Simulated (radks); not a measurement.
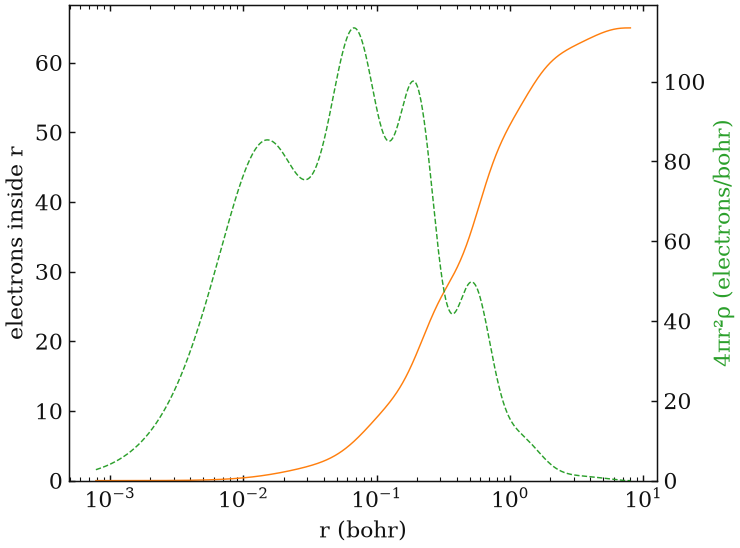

The gadolinium ion Gd⁻; electrons: [Xe] 4f7 5d2 6s2 (high spin). It sits in a hard spherical wall of radius 8 bohr. All numbers are computed, not measured: scalar-relativistic Kohn-Sham, LDA (Slater exchange, Perdew-Wang correlation), spin-polarised, spherical densities, finite nucleus (the in-house radial solver radks).

The plot shows the number of electrons inside radius r (solid) and the radial density 4πr²ρ (dashed).

Describe it and give its main numbers.

Answer. The count levels off at 65 electrons. Half of them lie within 0.444 bohr, 90 % within 1.72 bohr and 99 % within 5.00 bohr. The radial density has minima at 0.0291, 0.124 and 0.371 bohr, where the count stands at 1.9, 11.1 and 29.3; these part the shells that the density resolves.
